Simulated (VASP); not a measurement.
Band structure of ZnO (space group P3_221). Level of theory: PBE GGA, VASP's PBE PAW potentials (set 64) (plane waves; VASP).

The path is coarsely sampled, so an indirect gap can come out somewhat too large.

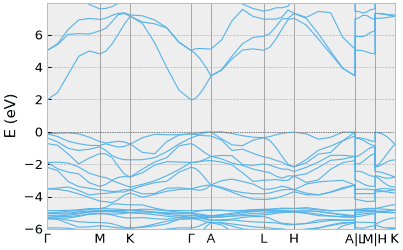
Fig. 1. Bands along high-symmetry lines, zero at the valence-band maximum or, without a gap, the Fermi level

Read the plot: is there a gap, and where are the band edges?

The gap is indirect, 1.97 eV, from the valence maximum at A-L at 0.20 to the conduction minimum at Γ.

The structure was generated: ZnO was put into an ordered model structure, which need not be its known phase. The cell was not relaxed at this level.
